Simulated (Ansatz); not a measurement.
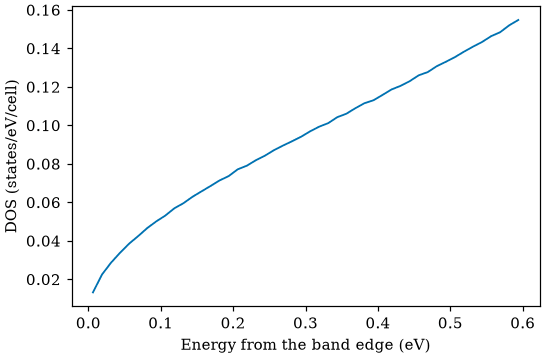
*Density of states of C (Fd-3m) above the conduction band minimum, r2SCAN, rigid bands run with Ansatz (an electronic-structure program); cell volume 11.2 Å³.*

What effective density of states at 300 K does this give (∫ g(E) exp(−E/k_BT) dE, both spins, divided by the cell's size)?

5.5e19 cm⁻³, a density-of-states mass of 1.68 mₑ, valleys and band degeneracy included.

Spin-orbit coupling is left out. Geometry: cell and atoms relaxed with PBEsol.
